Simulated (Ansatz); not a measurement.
# GePHF (quartet): the correlation ladder, cc-pVDZ

How much of the correlation energy of GePHF (quartet) does each wave-function method recover here?

Computed with Ansatz 0.2.0, Gaussian basis. Level: cc-pVDZ, core rule «outside noble gas», up to 20 orbitals frozen.

The runs, in order: UHF; CCSD(T) on ROHF; CCSD(T) on UHF; BCCD(T) on ROHF; CISD as a restricted active space (open shells left free, so some higher excitations enter); CCSDT(Q) on ROHF; CCSDT(Q) on UHF.

5 further runs of the same task are left out: 5 set aside as unsound or not needed. Runs told in other sessions of the task aren't counted.

### 1 What is computed

The geometry is a PBE0/def2-TZVP stationary point (not a proven minimum). No spin-orbit coupling is included. The filled d shell of Ge may be among the frozen orbitals whatever the setting's name suggests.

4 atoms, charge 0, spin multiplicity 4.

Atoms are counted from 1 here; the program's logs count them from 0.

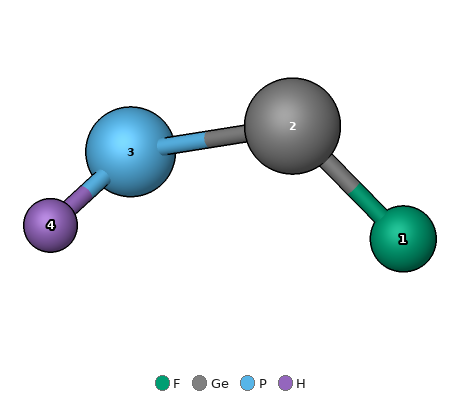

The structure; fluorine teal, germanium grey, phosphorus blue, hydrogen purple; atoms are numbered from 1 in the order of the file.

As a file:

```xyz
4

F     0.0227    1.0801    1.4120
Ge    0.0114   -0.3995    0.4567
P    -0.0836    0.2677   -1.8673
H     1.3157    0.2082   -2.1496
```

In the tables R marks a restricted open-shell determinant and U an unrestricted one; energies count from the table's Hartree-Fock row.

### 2 UHF

in.yaml reads:

```yaml
crystal:
  periodic: [false, false, false]
  atoms:
    - {symbol: F, position_ang: [0.022711, 1.080147, 1.412008]}
    - {symbol: Ge, position_ang: [0.011442, -0.399531, 0.456732]}
    - {symbol: P, position_ang: [-0.083579, 0.267677, -1.867263]}
    - {symbol: H, position_ang: [1.315683, 0.208221, -2.149646]}
basis:
  gaussian: {orbitals: cc-pVDZ}
magnetization: {spin_polarized: true, initial_magnetization: 3}
hamiltonian: {xc: hf}
output: {orbitals: {seedname: orbitals}}
```

The run is started by

```sh
$ ansatz run in.yaml --threads 1 --pin off --events-out ev --progress --plain --max-ram 2560MiB --backend cpu
```

The program printed:

```text
Functional definition: HF
  name "HF"
  cite "Fock, Z. Phys. 61, 126 (1930) doi:10.1007/BF01340294"
  parent pbe
  exchange = exact_x
  correlation = 0
698 factors; integrals over basis functions are off by at most 9.0e-4 eV
mean field evaluation 1: about -68463.3152 eV, gradient 1.9e1 eV
mean field evaluation 2: about -68463.3352 eV, gradient 1.9e1 eV
mean field evaluation 4: about -68465.3648 eV, gradient 2.6e0 eV
mean field evaluation 8: about -68465.5097 eV, gradient 2.5e-1 eV
mean field evaluation 16: about -68463.1919 eV, gradient 7.0e0 eV
mean field -68465.51396262 eV, -2516.0612305342 hartree, gradient 7.8e-5 eV, S^2 3.799415; 1 other end points of the search recorded, 0 dependent functions left out
reference -68465.51396262 eV, -2516.0612305342 hartree; 30, 27 occupied and 34, 37 virtual orbitals, 698 factors
Total energy: -68465.51396262 eV, -2516.0612305342 hartree
```

Wall time 1.5 s (1 thread of AMD EPYC 7R13, shared host).

From the report: ⟨S²⟩ of the determinant 3.799 (pure quartet: 3.75).

### 3 CCSD(T) on ROHF

Edit in.yaml of step 2 so:

```diff
@@ -9,4 +9,3 @@
   gaussian: {orbitals: cc-pVDZ}
-magnetization: {spin_polarized: true, initial_magnetization: 3}
-hamiltonian: {xc: hf}
-output: {orbitals: {seedname: orbitals}}
+magnetization: {spin_polarized: false, initial_magnetization: 3}
+correlation: {method: ccsd_t, electrons: outside_noble_gas}
```

Launched as before.

The program printed, shortened:

```text
Functional definition: HF
  name "HF"
  cite "Fock, Z. Phys. 61, 126 (1930) doi:10.1007/BF01340294"
  parent pbe
[...]
698 factors; integrals over basis functions are off by at most 9.0e-4 eV
[...]
mean field -68465.23070810 eV, -2516.0508211225 hartree, gradient 6.5e-6 eV, S^2 3.750000; 1 other end points of the search recorded, 0 dependent functions left out
[...]
determinant -68465.23070810 eV, -2516.0508211225 hartree, with singles and doubles -68475.62898934 eV, -2516.4329509097 hartree
determinant -68461.97195341 eV, -2515.9310640965 hartree, with singles and doubles -68472.52055963 eV, -2516.3187182252 hartree
20 core orbitals not correlated: weight in the atoms' cores, before any rotation towards them, 0.958 or more for the frozen orbitals, at most 0.042 for the correlated occupied ones
reference -68465.23070810 eV, -2516.0508211225 hartree; 10, 7 occupied and 34, 37 virtual orbitals, 698 factors
second order -9.43545555 eV of doubles, -0.13456181 eV of singles
cycle   1  -10.40037494 eV  change   -2.1e-3 eV  update   3.2e-3
[...]
cycle   9  -10.40218273 eV  change    1.5e-5 eV  update   1.3e-5
perturbative correction -0.26414006 eV, -0.0097069683 hartree
Total energy: -68475.89703090 eV, -2516.4428012554 hartree
```

Wall time 6.5 s (1 thread of AMD EPYC 7R13, shared host).

From the report: correlation -10.6663 eV; T1 0.029; largest double amplitude 0.07.

### 4 CCSD(T) on UHF

Edit in.yaml of step 3 so:

```diff
@@ -9,3 +9,3 @@
   gaussian: {orbitals: cc-pVDZ}
-magnetization: {spin_polarized: false, initial_magnetization: 3}
+magnetization: {spin_polarized: true, initial_magnetization: 3}
 correlation: {method: ccsd_t, electrons: outside_noble_gas}
```

The command is unchanged.

The program printed, shortened:

```text
Functional definition: HF
  name "HF"
  cite "Fock, Z. Phys. 61, 126 (1930) doi:10.1007/BF01340294"
  parent pbe
[...]
698 factors; integrals over basis functions are off by at most 9.0e-4 eV
[...]
mean field -68465.51396262 eV, -2516.0612305342 hartree, gradient 1.6e-6 eV, S^2 3.799415; 0 other end points of the search recorded, 0 dependent functions left out
20 core orbitals not correlated: weight in the atoms' cores, before any rotation towards them, 0.956 or more for the frozen orbitals, at most 0.046 for the correlated occupied ones
reference -68465.51396262 eV, -2516.0612305342 hartree; 10, 7 occupied and 34, 37 virtual orbitals, 698 factors
second order -9.25635922 eV of doubles, -0.00000000 eV of singles
cycle   1  -9.68804507 eV  change   -4.3e-1 eV  update   1.0e-1
[...]
cycle  13  -10.13597924 eV  change   -4.3e-6 eV  update   1.6e-5
perturbative correction -0.25369884 eV, -0.0093232604 hartree
Total energy: -68475.90364071 eV, -2516.4430441614 hartree
```

Run time: 6 s. Hardware: 1 thread of AMD EPYC 7R13, shared host.

From the report: ⟨S²⟩ of the determinant 3.799 (pure quartet: 3.75); correlation -10.3897 eV; T1 0.022; largest double amplitude 0.06.

### 5 BCCD(T) on ROHF

Edit in.yaml of step 4 so:

```diff
@@ -9,3 +9,3 @@
   gaussian: {orbitals: cc-pVDZ}
-magnetization: {spin_polarized: true, initial_magnetization: 3}
-correlation: {method: ccsd_t, electrons: outside_noble_gas}
+magnetization: {spin_polarized: false, initial_magnetization: 3}
+correlation: {method: bccd_t, electrons: outside_noble_gas}
```

Launched as before.

The program printed, shortened:

```text
Functional definition: HF
  name "HF"
  cite "Fock, Z. Phys. 61, 126 (1930) doi:10.1007/BF01340294"
  parent pbe
[...]
698 factors; integrals over basis functions are off by at most 9.0e-4 eV
[...]
mean field -68465.23070810 eV, -2516.0508211225 hartree, gradient 6.5e-6 eV, S^2 3.750000; 1 other end points of the search recorded, 0 dependent functions left out
[...]
determinant -68465.23070810 eV, -2516.0508211225 hartree, with singles and doubles -68475.62898934 eV, -2516.4329509097 hartree
determinant -68461.97195341 eV, -2515.9310640965 hartree, with singles and doubles -68472.52055963 eV, -2516.3187182252 hartree
20 core orbitals not correlated: weight in the atoms' cores, before any rotation towards them, 0.958 or more for the frozen orbitals, at most 0.042 for the correlated occupied ones
reference -68465.23070810 eV, -2516.0508211225 hartree; 10, 7 occupied and 34, 37 virtual orbitals, 698 factors
second order -9.43545555 eV of doubles, -0.13456181 eV of singles
cycle   1  -10.38086364 eV  change    1.7e-2 eV  update   1.6e-2
[...]
cycle  11  -10.38068122 eV  change   -3.0e-6 eV  update   2.1e-5
perturbative correction -0.29181585 eV, -0.0107240348 hartree
Total energy: -68475.90320517 eV, -2516.4430281558 hartree
```

Run time: 9 s. Hardware: 1 thread of AMD EPYC 7R13, shared host.

From the report: correlation -10.6725 eV; largest double amplitude 0.07.

### 6 CISD as a restricted active space (open shells left free, so some higher excitations enter)

Edit in.yaml of step 5 so:

```diff
@@ -10,2 +10,2 @@
 magnetization: {spin_polarized: false, initial_magnetization: 3}
-correlation: {method: bccd_t, electrons: outside_noble_gas}
+correlation: {active_space: {ras: {orbitals: [7, 3, 34], electrons: 17, max_holes: 2, max_particles: 2}, fixed_orbitals: true}}
```

The command is unchanged.

The program printed:

```text
Functional definition: HF
  name "HF"
  cite "Fock, Z. Phys. 61, 126 (1930) doi:10.1007/BF01340294"
  parent pbe
  exchange = exact_x
  correlation = 0
698 factors; integrals over basis functions are off by at most 9.0e-4 eV
mean field evaluation 1: about -68463.0942 eV, gradient 2.8e1 eV
mean field evaluation 2: about -68463.1133 eV, gradient 2.8e1 eV
mean field evaluation 4: about -68465.1552 eV, gradient 2.0e0 eV
mean field evaluation 8: about -68465.2071 eV, gradient 4.7e-1 eV
mean field evaluation 16: about -68465.2307 eV, gradient 1.6e-6 eV
mean field -68465.23070810 eV, -2516.0508211225 hartree, gradient 6.5e-6 eV, S^2 3.750000; 0 other end points of the search recorded, 0 dependent functions left out
reference -68465.23070810 eV, -2516.0508211225 hartree; 30, 27 occupied and 34, 37 virtual orbitals, 698 factors
state -68474.47797009 eV, -2516.3906517327 hartree
Total energy: -68474.47797009 eV, -2516.3906517327 hartree
```

Run time: 30 s. Hardware: 1 thread of AMD EPYC 7R13, shared host; peak memory 0.26 GiB.

From the report: 741,574 determinants.

### 7 CCSDT(Q) on ROHF

Edit in.yaml of step 6 so:

```diff
@@ -10,2 +10,2 @@
 magnetization: {spin_polarized: false, initial_magnetization: 3}
-correlation: {active_space: {ras: {orbitals: [7, 3, 34], electrons: 17, max_holes: 2, max_particles: 2}, fixed_orbitals: true}}
+correlation: {method: ccsdt_q, electrons: outside_noble_gas}
```

The run is started by

```sh
$ ansatz run in.yaml --threads 2 --pin off --events-out ev --progress --plain --max-ram 15360MiB --backend cuda --devices 0, --max-vram 18GiB
```

The program printed, shortened:

```text
Functional definition: HF
  name "HF"
  cite "Fock, Z. Phys. 61, 126 (1930) doi:10.1007/BF01340294"
  parent pbe
[...]
1229 factors; integrals over basis functions are off by at most 1.5e-7 eV
[...]
mean field -68465.23099746 eV, -2516.0508317564 hartree, gradient 7.3e-6 eV, S^2 3.750000; 1 other end points of the search recorded, 0 dependent functions left out
[...]
determinant -68465.23099746 eV, -2516.0508317564 hartree, with singles and doubles -68475.62928751 eV, -2516.4329618674 hartree
determinant -68461.97225525 eV, -2515.9310751891 hartree, with singles and doubles -68472.52087090 eV, -2516.3187296641 hartree
20 core orbitals not correlated: weight in the atoms' cores, before any rotation towards them, 0.958 or more for the frozen orbitals, at most 0.042 for the correlated occupied ones
reference -68465.23099746 eV, -2516.0508317564 hartree; 10, 7 occupied and 34, 37 virtual orbitals, 1229 factors
second order -9.43548705 eV of doubles, -0.13456220 eV of singles
cycle   1  -9.97587334 eV  change   -4.0e-1 eV  update   1.1e-1
[...]
cycle  22  -10.70305133 eV  change    1.6e-6 eV  update   1.1e-6
perturbative correction -0.02264976 eV, -0.0008323632 hartree
Total energy: -68475.95669855 eV, -2516.4449940012 hartree
```

It took 16 s on 1 × H100 (card shared with other runs) with 2 threads of AMD EPYC 7R13, shared host; peak host memory 0.96 GiB.

From the report: correlation -10.7257 eV; T1 0.030; largest double amplitude 0.08.

### 8 CCSDT(Q) on UHF

Edit in.yaml of step 7 so:

```diff
@@ -9,3 +9,3 @@
   gaussian: {orbitals: cc-pVDZ}
-magnetization: {spin_polarized: false, initial_magnetization: 3}
+magnetization: {spin_polarized: true, initial_magnetization: 3}
 correlation: {method: ccsdt_q, electrons: outside_noble_gas}
```

The command is unchanged.

The program printed, shortened:

```text
Functional definition: HF
  name "HF"
  cite "Fock, Z. Phys. 61, 126 (1930) doi:10.1007/BF01340294"
  parent pbe
[...]
1229 factors; integrals over basis functions are off by at most 1.5e-7 eV
[...]
mean field -68465.51425329 eV, -2516.0612412161 hartree, gradient 3.6e-6 eV, S^2 3.799415; 0 other end points of the search recorded, 0 dependent functions left out
20 core orbitals not correlated: weight in the atoms' cores, before any rotation towards them, 0.956 or more for the frozen orbitals, at most 0.046 for the correlated occupied ones
reference -68465.51425329 eV, -2516.0612412161 hartree; 10, 7 occupied and 34, 37 virtual orbitals, 1229 factors
second order -9.25638611 eV of doubles, -0.00000000 eV of singles
cycle   1  -9.68806214 eV  change   -4.3e-1 eV  update   1.1e-1
[...]
cycle  22  -10.42762703 eV  change    1.3e-6 eV  update   1.2e-6
perturbative correction -0.02593492 eV, -0.0009530907 hartree
Total energy: -68475.96781524 eV, -2516.4454025322 hartree
```

Run time: 15 s. Hardware: 1 × H100 (card shared with other runs) with 2 threads of AMD EPYC 7R13, shared host; peak host memory 0.87 GiB.

From the report: ⟨S²⟩ of the determinant 3.799 (pure quartet: 3.75); correlation -10.4536 eV; T1 0.023; largest double amplitude 0.07.

### 9 Misses and costs

The yardstick is UCCSDT(Q), where the cluster series has nearly closed. Rows without a time are mean-field rows or come out of runs for another level: lower rungs of the coupled-cluster runs, or the Hartree-Fock search.

Differences are taken before rounding.

| method | energy from the lowest ROHF (meV) | from UCCSDT(Q) (meV) | time |
| --- | --- | --- | --- |
| ROHF | 0.0 | +10737.1 |  |
| UHF | -283.3 | +10453.9 |  |
| RMP2 | -9570.0 | +1167.1 |  |
| UMP2 | -9539.6 | +1197.5 |  |
| RCCSD | -10402.2 | +334.9 |  |
| UCCSD | -10419.2 | +317.9 |  |
| RCCSD(T) | -10666.3 | +70.8 | 6.5 s |
| UCCSD(T) | -10672.9 | +64.2 | 6 s |
| BCCD(T) | -10672.5 | +64.6 | 9 s |
| RCCSDT | -10703.3 | +33.8 |  |
| UCCSDT | -10711.2 | +25.9 |  |
| RCCSDT(Q) | -10726.0 | +11.1 | 16 s (GPU) |
| UCCSDT(Q) | -10737.1 | 0 | 15 s (GPU) |

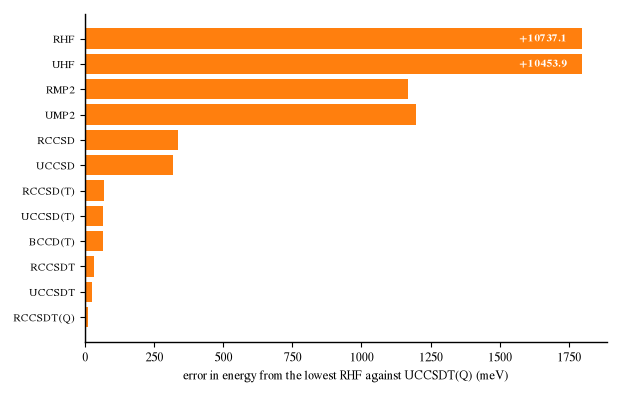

How far each level lands from UCCSDT(Q). Bars with a number in them are cut short.

Some runs used a GPU and others CPU threads alone; cost is compared among the CPU runs only.

Not comparable, so not listed: CISD as a restricted active space (open shells left free, so some higher excitations enter) (they don't share determinant, frozen orbitals or solution with the rows shown, or repeat one).

With the free atoms at the same levels and basis (separate runs), the atomisation energy is 7.558 eV at UCCSDT(Q), 7.520 eV at RCCSD(T), 7.516 eV at UCCSD(T), 4.964 eV at ROHF.

### 10 Summary of results

```
                         quantity                      value
    UCCSDT(Q) from the ROHF energy                -10.7371 eV
              RMP2 from UCCSDT(Q)                +1167.1 meV
              UMP2 from UCCSDT(Q)                +1197.5 meV
             RCCSD from UCCSDT(Q)                 +334.9 meV
          RCCSD(T) from UCCSDT(Q)                  +70.8 meV
          UCCSD(T) from UCCSDT(Q)                  +64.2 meV
         RCCSDT(Q) from UCCSDT(Q)                  +11.1 meV
levels within 1 kcal/mol (43 meV)  RCCSDT, UCCSDT, RCCSDT(Q)
                    T1 diagnostic                      0.029
```

What this shows: RCCSD(T) lands +70.8 meV from the yardstick (0.7 % of the correlation energy). These misses are within one basis, not against nature; the frozen cores of restricted and unrestricted runs differ, which can shift their rows.
